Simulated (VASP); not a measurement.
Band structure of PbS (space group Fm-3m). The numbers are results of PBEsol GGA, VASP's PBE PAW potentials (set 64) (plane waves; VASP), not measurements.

Unless said otherwise, spin-orbit coupling is left out, though it shifts the bands of the heavy elements here.

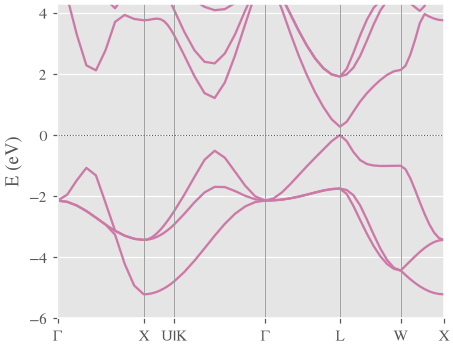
Bands along high-symmetry lines, zero at the valence-band maximum or, without a gap, the Fermi level

Q: Read the plot: is there a gap, and where are the band edges?

A: The gap is direct, 0.28 eV, from the valence maximum at L to the conduction minimum at L.

The structure is a typed PbS crystal. The cell was not relaxed at this level.
